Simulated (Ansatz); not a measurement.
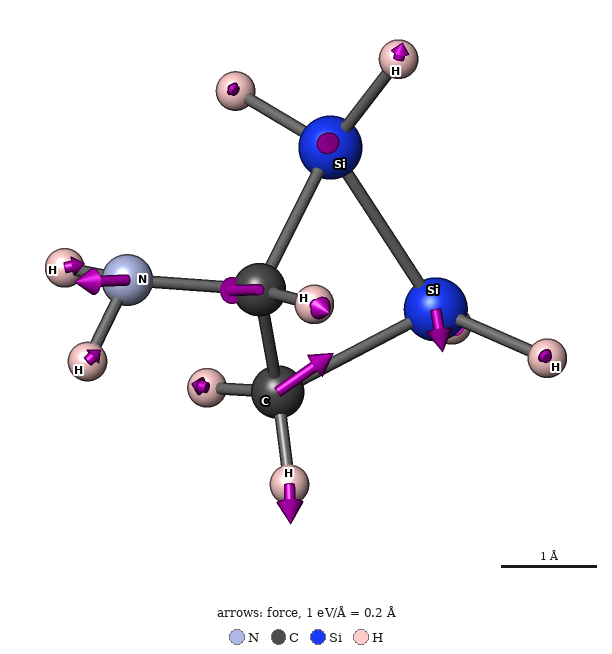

Starting geometry of C₂H₉NSi₂ (coarse preliminary run) with the computed forces as purple arrows. A ball-and-stick model, seen at a tilt.

The start comes from a force field.

Theory: RKS PBE-D4/def2-SVP (Ansatz 0.2.0). Settings: force threshold 0.03 eV/Å; at most 200 steps.

**What follows when this structure is relaxed?**

It isn't relaxed: the largest force vector, on a C atom, is 4.28 eV/Å. The final displacements follow the starting forces only in part (cosine between the two patterns 0.46). After 5 accepted moves (6 points after the start) the energy has fallen by 86.8 kJ/mol. Largest force component: 3.7 eV/Å at the start, 0.016 eV/Å at the end. The line search rejected the trial step at point 4 of the run. The atom that moves furthest after the best rigid fit is an H atom (0.25 Å). By element the largest moves are H 0.25 Å, N 0.14 Å, C 0.13 Å, Si 0.11 Å. Near-neighbour distances that change, for instance: Si–Si 2.187 → 2.346 Å, C–Si 1.994 → 1.930 Å, C–H 1.052 → 1.112 Å, H–Si 1.451 → 1.504 Å. Among the angles between lasting bonds that change: N–C–C 107.4° → 120.0°, Si–Si–H 117.8° → 127.0°, C–N–H 119.3° → 110.2°. The run took 12 s on 4 threads of Arm Neoverse V1, with other jobs on the host.
